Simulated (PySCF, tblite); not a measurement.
**C4H5NOS: a rotation path, then NMR shifts on frames**

Aim: move C4H5NOS (`COc1cscn1`) away from its starting geometry and see how NMR shifts follow the geometry.

Computed with tblite 0.8.0 and PySCF 2.14.0, with density-fitted response routines of our own, on a single molecule in the gas phase. Atoms count from 0, in the outputs and in this text.

## (1) The molecule as given

12 atoms, charge 0, multiplicity 1; geometry from: GFN2-xTB.

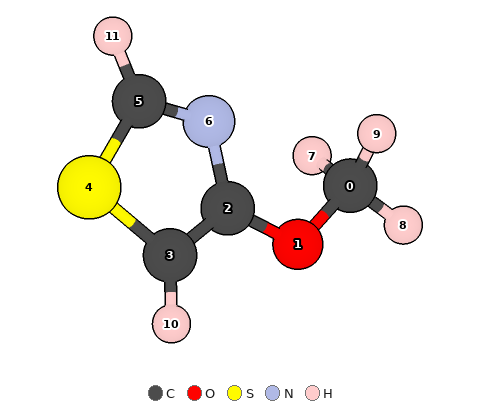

The starting geometry (carbon dark grey, oxygen red, sulfur yellow, nitrogen light blue, hydrogen pink), atoms numbered.

## (2) The rotation path with GFN2-xTB

The job: settings as JSON, then the geometry in Å.

```
{"job": {"kind": "neb", "xc": "GFN2-xTB", "basis": "xTB", "atoms": [3, 2, 1, 0], "turn": 180}, "charge": 0, "multiplicity": 1}
C     -2.043141    -0.212652    -0.109328
O     -1.084584     0.825076    -0.195863
C      0.194499     0.440762    -0.053319
C      1.249164     1.312436    -0.107083
S      2.721983     0.458692     0.117563
C      1.806256    -0.997822     0.263053
N      0.533201    -0.857391     0.155809
H     -1.878740    -0.960126    -0.889134
H     -3.010634     0.266446    -0.244465
H     -1.997740    -0.704276     0.865740
H      1.227354     2.369900    -0.260310
H      2.283580    -1.941733     0.431311
```

Level: GFN2-xTB climbing-image nudged elastic band, gas phase.

Command:

```
$ OMP_NUM_THREADS=1 python probes_run.py task.json out
```

One launch serves the whole session: the jobs run in the order shown.

Output:

```text
image   E - E0 / eV
  0       0.0000
  1       0.0254
  2       0.0925
  3       0.1800
  4       0.2442
  5       0.2525
  6       0.2080
  7       0.1402
  8       0.1050
```

Run time: 3 s. Hardware: 1 thread of AMD EPYC 7B13, shared host; peak memory 0.18 GiB.

The final band, with the dihedral C3–C2–O1–C0:

| image | dihedral (°) | energy (eV) | energy (kcal/mol) |
| --- | --- | --- | --- |
| 0 | -180 | 0.000 | 0.0 |
| 1 | -161 | 0.025 | 0.6 |
| 2 | -139 | 0.092 | 2.1 |
| 3 | -116 | 0.180 | 4.1 |
| 4 | -91 | 0.244 | 5.6 |
| 5 | -67 | 0.252 | 5.8 |
| 6 | -42 | 0.208 | 4.8 |
| 7 | -20 | 0.140 | 3.2 |
| 8 | 0 | 0.105 | 2.4 |

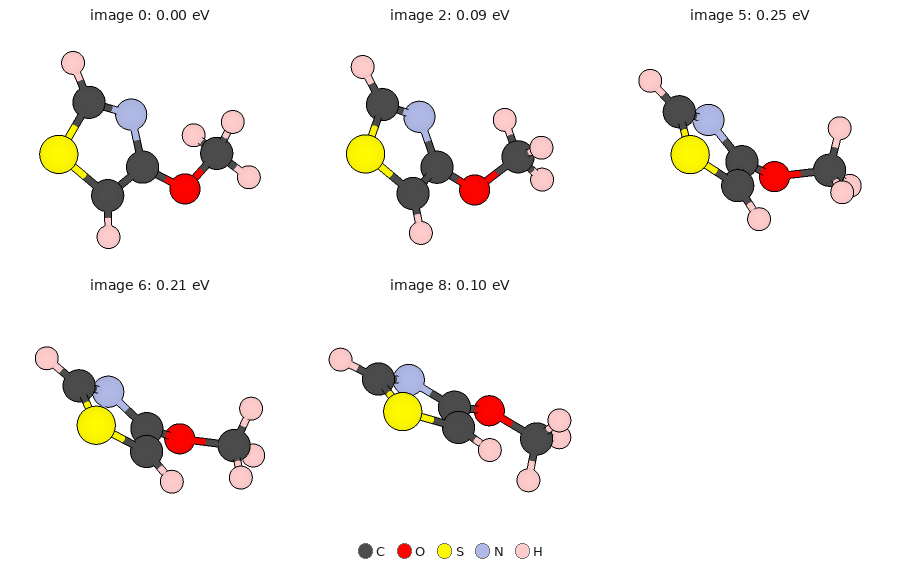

Images along the band.

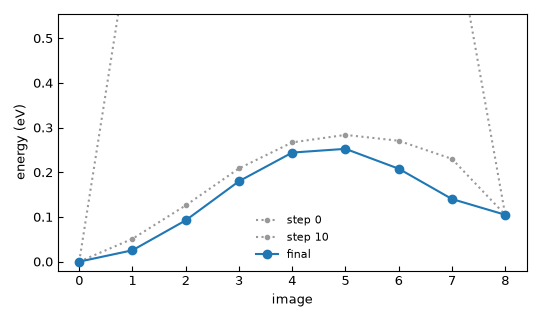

Energy along the band, early and final.

## (3) Shielding tensors: image 0, PBE0/pcSseg-1

The job: settings as JSON, then the geometry in Å.

```
{"job": {"kind": "nmr", "xc": "PBE0", "basis": "pcSseg-1", "pop": false}, "charge": 0, "multiplicity": 1}
C     -2.043100    -0.212700    -0.109300
O     -1.084600     0.825100    -0.195900
C      0.194500     0.440800    -0.053300
C      1.249200     1.312400    -0.107100
S      2.722000     0.458700     0.117600
C      1.806300    -0.997800     0.263100
N      0.533200    -0.857400     0.155800
H     -1.878700    -0.960100    -0.889100
H     -3.010600     0.266400    -0.244500
H     -1.997700    -0.704300     0.865700
H      1.227400     2.369900    -0.260300
H      2.283600    -1.941700     0.431300
```

Method: GIAO PBE0/pcSseg-1 NMR shielding, non-relativistic, gas phase.

Output:

```text
coarse grid: 11216 points
cycle   1  E = -682.9550841609  dE =  1.373e+00  |g| = 5.269e-01  |ddm| = 3.378e+00
cycle   2  E = -682.8978612753  dE =  5.722e-02  |g| = 7.577e-01  |ddm| = 9.219e-01
cycle   3  E = -683.0072554398  dE = -1.094e-01  |g| = 9.513e-02  |ddm| = 6.163e-01
cycle   4  E = -683.0087549981  dE = -1.500e-03  |g| = 5.021e-02  |ddm| = 1.156e-01
cycle   5  E = -683.0093370083  dE = -5.820e-04  |g| = 1.072e-02  |ddm| = 4.929e-02
cycle   6  E = -683.0093558405  dE = -1.883e-05  |g| = 5.920e-03  |ddm| = 1.352e-02
cycle   7  E = -683.0093639444  dE = -8.104e-06  |g| = 1.032e-03  |ddm| = 6.053e-03
final grid: 105640 points
cycle   8  E = -683.0628134480  dE = -1.377e-05  |g| = 1.286e-02  |ddm| = 2.576e-02
cycle   9  E = -683.0627504339  dE =  6.301e-05  |g| = 2.119e-02  |ddm| = 2.647e-02
cycle  10  E = -683.0628467188  dE = -9.628e-05  |g| = 2.295e-03  |ddm| = 1.876e-02
cycle  11  E = -683.0628479595  dE = -1.241e-06  |g| = 4.703e-04  |ddm| = 2.196e-03
cycle  12  E = -683.0628480031  dE = -4.354e-08  |g| = 1.539e-04  |ddm| = 4.729e-04
cycle  13  E = -683.0628480083  dE = -5.283e-09  |g| = 4.092e-05  |ddm| = 1.775e-04
cycle  14  E = -683.0628480088  dE = -4.172e-10  |g| = 1.970e-05  |ddm| = 6.120e-05
converged SCF energy = -683.0628480088

GIAO shielding tensors (ppm)
atom      isotropic    diamagn.    paramagn.     s11        s22        s33       span
  0 C      128.098     244.615    -116.517    103.026    105.073    176.195     73.169
  1 O      240.736     396.390    -155.655    132.085    290.035    300.086    168.000
  2 C       15.927     250.977    -235.050    -41.486     28.965     60.302    101.787
  3 C       88.251     257.386    -169.135     26.983     89.261    148.508    121.525
  4 S      235.603    1056.120    -820.517     -7.608    348.492    365.926    373.534
  5 C       33.202     255.403    -222.201    -48.450     28.347    119.710    168.160
  6 N      -67.612     332.877    -400.489   -343.005    -86.998    227.166    570.171
  7 H       27.430      29.388      -1.958     23.822     25.178     33.291      9.469
  8 H       27.653      28.129      -0.477     23.364     26.276     33.318      9.954
  9 H       27.435      29.388      -1.952     23.836     25.172     33.297      9.461
 10 H       25.624      31.061      -5.437     21.432     26.828     28.611      7.179
 11 H       23.612      29.663      -6.050     20.230     22.828     27.778      7.548
```

Wall time 18 s (1 thread of AMD EPYC 7B13, shared host); peak memory 0.71 GiB.

The references, computed at this level on geometries of the same kind, shield at (ppm): 1H TMS 31.72, 13C TMS 186.9, 15N NH3 267.7, 17O H2O 336.1, 33S CS2 504. Their shielding less the atom's gives the shift. The references are single molecules in the gas phase, so shifts against H2O, NH3, PH3, H3PO4 or CFCl3 are not on the usual liquid scales and can be off by tens of ppm. Each atom is listed at this fixed geometry, with no averaging over motion; a spectrum would average atoms that exchange fast.

| atoms | environment | σ (ppm) | δ (ppm) |
| --- | --- | --- | --- |
| C2 | aromatic carbon bearing oxygen | 15.9 | 171.0 |
| C5 | aromatic CH between two ring heteroatoms | 33.2 | 153.7 |
| C3 | aromatic CH next to the ring sulfur | 88.3 | 98.7 |
| C0 | methyl carbon bonded to O | 128.1 | 58.8 |
| H11 | hydrogen on an aromatic CH between two ring heteroatoms | 23.61 | 8.10 |
| H10 | hydrogen on an aromatic CH next to the ring sulfur | 25.62 | 6.09 |
| H7 | hydrogen on a methyl carbon bonded to O | 27.43 | 4.29 |
| H9 | hydrogen on a methyl carbon bonded to O | 27.44 | 4.28 |
| H8 | hydrogen on a methyl carbon bonded to O | 27.65 | 4.06 |
| O1 | ether oxygen | 240.7 | 95.3 |
| S4 | aromatic ring sulfur | 236 | 268 |
| N6 | pyridine-type nitrogen of an azole | -67.6 | 335.3 |

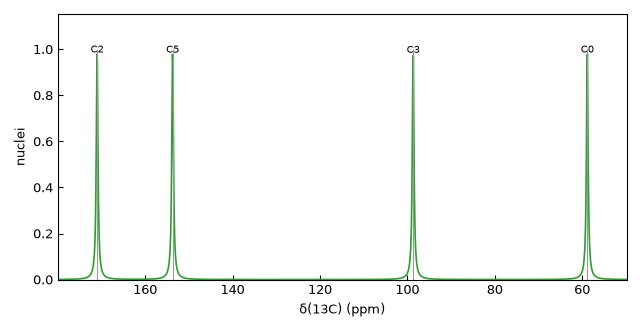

13C lines at the computed shifts, without couplings. Lines are broadened to a width of 0.45 ppm (Lorentzian).

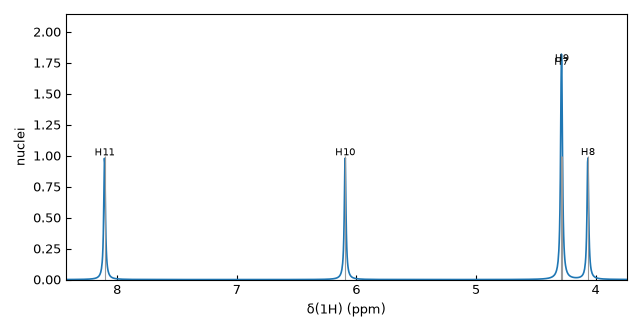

1H lines at the computed shifts, without couplings. Lines are broadened to a width of 0.02 ppm (Lorentzian).

Ring of atoms C2, C3, S4, C5, N6: NICS(0) -13.0, NICS(1) -11.5, NICS(1)zz -27.0 ppm (means of both faces).

Orbitals, density, ELF and potential are computed afterwards from the orbital file.

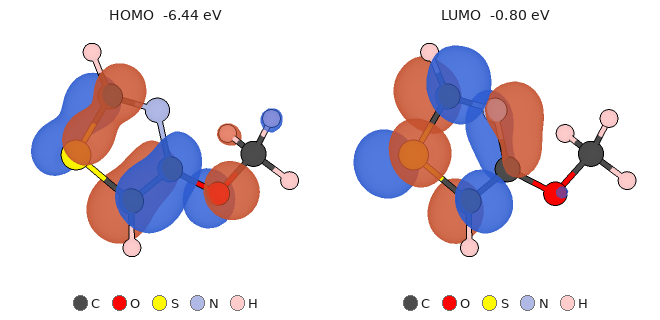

Frontier orbitals at PBE0/pcSseg-1; each surface holds 70 % of the orbital's density, blue and red mark the sign.

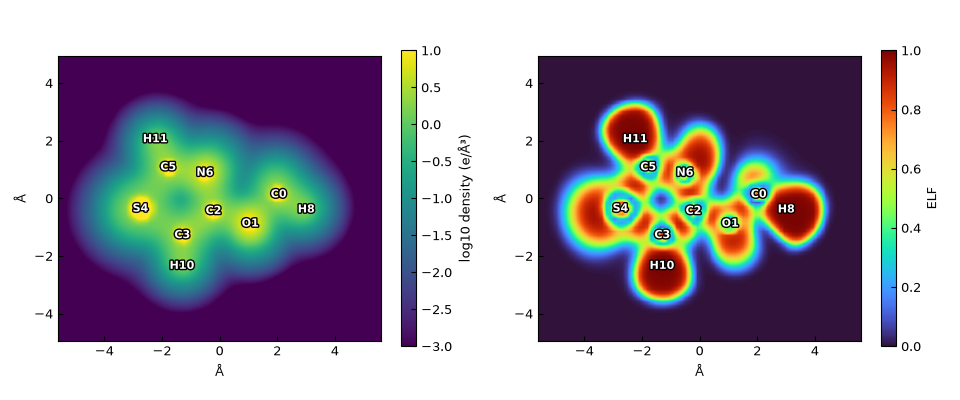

Density (left) and ELF (right) in a plane through or near 10 of the atoms.

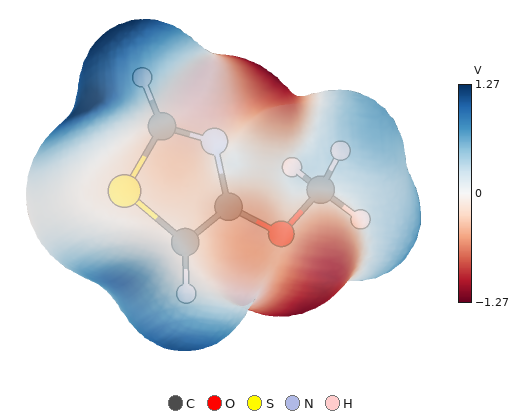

Electrostatic potential on the surface of density 0.002 e/bohr³; red is low, blue high. It runs from -1.27 V near N6 to 1.24 V near H11.

## (4) NMR shieldings: image 2, PBE0/pcSseg-1

The job: settings as JSON, then the geometry in Å.

```
{"job": {"kind": "nmr", "xc": "PBE0", "basis": "pcSseg-1", "pop": false}, "charge": 0, "multiplicity": 1}
C     -2.059400    -0.146400    -0.056500
O     -1.036400     0.672300    -0.596200
C      0.220800     0.333300    -0.250200
C      1.171600     1.264400     0.062400
S      2.668000     0.493600     0.389600
C      1.889100    -1.025800     0.108300
N      0.647100    -0.957600    -0.207400
H     -1.888800    -1.200500    -0.280500
H     -2.986300     0.193400    -0.513000
H     -2.112700    -0.009400     1.028400
H      1.054800     2.326300     0.100100
H      2.433300    -1.944300     0.189100
```

With the program's defaults for keys left out, this is: GIAO PBE0/pcSseg-1 NMR shielding, non-relativistic, gas phase.

Output:

```text
coarse grid: 11216 points
cycle   1  E = -682.9516474098  dE =  1.365e+00  |g| = 5.337e-01  |ddm| = 3.372e+00
cycle   2  E = -682.8905493585  dE =  6.110e-02  |g| = 7.749e-01  |ddm| = 1.007e+00
cycle   3  E = -683.0051584043  dE = -1.146e-01  |g| = 9.819e-02  |ddm| = 6.770e-01
cycle   4  E = -683.0067089664  dE = -1.551e-03  |g| = 5.438e-02  |ddm| = 1.239e-01
cycle   5  E = -683.0073911387  dE = -6.822e-04  |g| = 1.158e-02  |ddm| = 5.542e-02
cycle   6  E = -683.0074144031  dE = -2.326e-05  |g| = 5.983e-03  |ddm| = 1.475e-02
cycle   7  E = -683.0074227988  dE = -8.396e-06  |g| = 1.068e-03  |ddm| = 6.182e-03
final grid: 105640 points
cycle   8  E = -683.0607218254  dE = -1.444e-05  |g| = 1.272e-02  |ddm| = 2.642e-02
cycle   9  E = -683.0606629350  dE =  5.889e-05  |g| = 2.065e-02  |ddm| = 2.635e-02
cycle  10  E = -683.0607541787  dE = -9.124e-05  |g| = 2.282e-03  |ddm| = 1.866e-02
cycle  11  E = -683.0607554039  dE = -1.225e-06  |g| = 4.628e-04  |ddm| = 2.256e-03
cycle  12  E = -683.0607554461  dE = -4.224e-08  |g| = 1.406e-04  |ddm| = 4.678e-04
cycle  13  E = -683.0607554505  dE = -4.421e-09  |g| = 3.716e-05  |ddm| = 1.704e-04
cycle  14  E = -683.0607554509  dE = -3.677e-10  |g| = 1.653e-05  |ddm| = 5.825e-05
converged SCF energy = -683.0607554509

GIAO shielding tensors (ppm)
atom      isotropic    diamagn.    paramagn.     s11        s22        s33       span
  0 C      127.163     245.333    -118.170     98.503    101.230    181.756     83.253
  1 O      253.860     396.643    -142.783    155.219    286.964    319.397    164.178
  2 C       14.788     249.332    -234.544    -44.327     30.145     58.545    102.873
  3 C       81.933     258.972    -177.039     15.495     82.794    147.510    132.015
  4 S      249.582    1056.247    -806.665     10.468    339.436    398.843    388.374
  5 C       32.742     255.903    -223.161    -48.251     28.158    118.321    166.573
  6 N      -71.687     331.513    -403.200   -355.767    -98.249    238.956    594.724
  7 H       26.740      29.405      -2.665     22.098     26.039     32.082      9.984
  8 H       27.667      28.358      -0.691     23.880     25.577     33.543      9.663
  9 H       28.090      29.575      -1.485     24.271     25.912     34.087      9.816
 10 H       25.399      31.584      -6.186     21.573     26.662     27.961      6.388
 11 H       23.583      29.531      -5.948     20.228     22.667     27.855      7.627
```

Wall time 13 s (1 thread of AMD EPYC 7B13, shared host); peak memory 0.73 GiB.

Key values: δ C2 172.1, C5 154.2, C3 105.0, C0 59.8, H11 8.13, H10 6.32 ppm.

(Part 1 of 2 ends here.)
